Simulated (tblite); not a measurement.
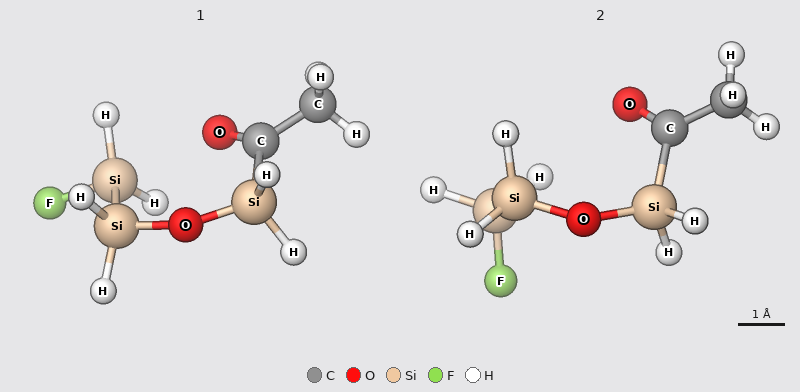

Two geometries of C2H9FO2Si3, drawn at one scale. One is the start of a relaxation, the other its converged end. A ball-and-stick model, seen from a free direction.

The calculation used GFN2-xTB geometry optimisation, gas phase in tblite. 

Which geometry has the lower energy?

Answer. Structure 1 is the relaxed one. An H atom moves most after the best rigid fit: 2.34 Å. Largest moves by element: H 2.34 Å, F 2.06 Å, Si 0.81 Å, O 0.70 Å, C 0.60 Å. Among the contacts that change: O–Si 3.905 → 2.614 Å, O–Si 1.655 → 1.597 Å, H–Si 1.500 → 1.461 Å, Si–Si 2.330 → 2.298 Å. Among the angles between lasting bonds that change: Si–O–Si 138.4° → 152.1°, H–Si–H 105.5° → 114.7°, Si–Si–F 110.2° → 101.7°. Groups turn about O–Si by about 40°, O–Si by about 30°, C–Si by about 30°. After 198 geometry steps the energy has fallen by 12.1 kcal/mol. Cost: 3.2 s on 1 thread of Arm Neoverse N1, on a shared host.
